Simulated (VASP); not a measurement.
Energy against volume of CeO2 (fluorite). Computed with vdW-DF2, VASP's PBE PAW potentials (set 64) (plane waves; VASP).

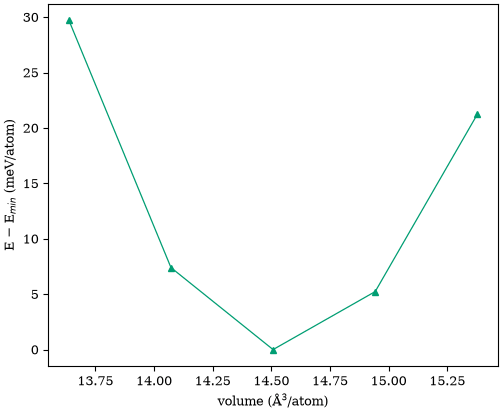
Energy against volume

Problem. Estimate the equilibrium volume and the bulk modulus.

Solution. The minimum lies near 14.5 Å³/atom, and the curvature gives B0 of about 150 GPa.

Measured: bulk modulus 220 GPa (computed value off by -30.2 %), as given by High Pressure Brillouin Spectroscopy and X-ray Diffraction of Cerium Dioxide, PMC8269805; a 5.391 Å at 0 K (computed value off by +3.6 %), as given by Stimac et al., (2024), arXiv:2411.06536 [extrapolated to 0 K]. The calculation is for a static lattice, while the measured bulk modulus holds thermal and zero-point effects, which are part of the difference.

The compound is CeO2 in the fluorite structure. It was relaxed first, which changed the volume by +10 %. The run is not spin-polarised, so no magnetic state was tried.
